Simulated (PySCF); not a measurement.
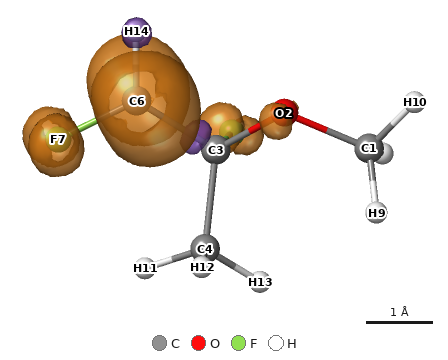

*C$_{4}$H$_{7}$F$_{2}$O (doublet). Isosurfaces of the spin density at +0.04 (orange) and −0.04 e/Å³ (purple), seen across its widest extent.*

Geometry: GFN2-xTB.

Theory: UKS B3LYP, pcH-1 on C F H O, non-relativistic, mean-field spin-orbit, GIAO (PySCF 2.14.0, density-fitted response routines).

```yaml
atoms:
  - { symbol: C, position_ang: [1.8888, -0.4673, -0.0532] }
  - { symbol: O, position_ang: [0.9492, 0.4712, 0.4501] }
  - { symbol: C, position_ang: [-0.3121, 0.4419, -0.1040] }
  - { symbol: C, position_ang: [-1.0325, -0.9020, -0.1001] }
  - { symbol: F, position_ang: [-0.1653, 0.8011, -1.4915] }
  - { symbol: C, position_ang: [-1.0774, 1.5128, 0.5684] }
  - { symbol: F, position_ang: [-2.4030, 1.4163, 0.6745] }
  - { symbol: H, position_ang: [1.9103, -0.4539, -1.1448] }
  - { symbol: H, position_ang: [1.6721, -1.4779, 0.3034] }
  - { symbol: H, position_ang: [2.8527, -0.1454, 0.3343] }
  - { symbol: H, position_ang: [-2.0493, -0.7617, -0.4560] }
  - { symbol: H, position_ang: [-1.0530, -1.2964, 0.9122] }
  - { symbol: H, position_ang: [-0.5245, -1.5995, -0.7601] }
  - { symbol: H, position_ang: [-0.6567, 2.4605, 0.8445] }
```

Which atoms carry the spin?

The unpaired spin (1 electron) lies mostly on C6 (about 0.7) and F7 (about 0.1), in electrons by Hirshfeld's partition.
